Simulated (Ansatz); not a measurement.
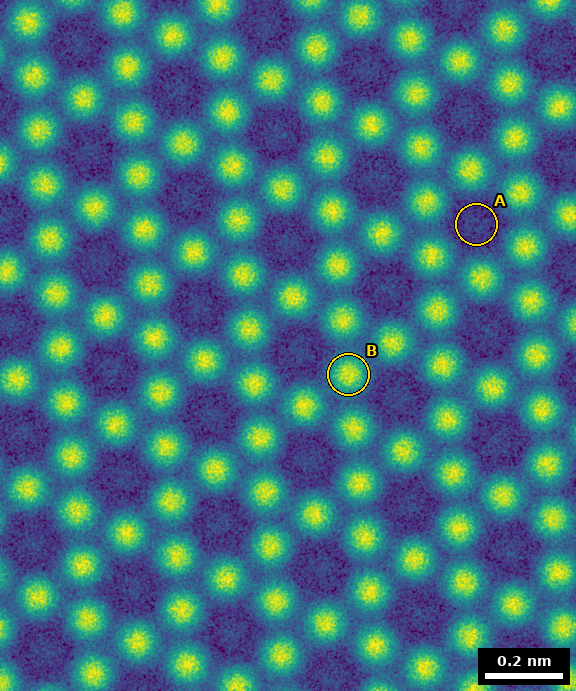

HAADF-like image of Co$_{3}$O (Pm-3m, No. 221) along [111]. Simulated incoherent Z contrast: every atom adds Z^1.8 spread by a probe of 0.76 Å full width; channelling and multiple scattering are left out. The probe carries 25 % of its weight in a tail 2.5 times as wide. The display is stretched by a gamma of 0.65; percentages refer to the linear signal. Shot noise was added. Structure: the end point of a relaxation with Ansatz 0.2.0, DFT PBE, scalar-relativistic, plane waves, PAW; the starting structure was generated, so it need not be a known form of this composition.

```
Co O
1.0
     3.51906    0.00000    0.00000
     0.00000    3.51906    0.00000
     0.00000    0.00000    3.51906
Co O
3 1
Direct
  0.00000 0.50000 0.50000
  0.50000 0.00000 0.50000
  0.50000 0.50000 0.00000
  0.00000 0.00000 0.00000
```

Q: What lies under each ring?

A: O (1 O per 6.10 Å along the beam; about 5 % of the brightest peak). B: Co (1 Co per 6.10 Å along the beam; the brightest kind). Brightness is counted from the darkest point of the image.
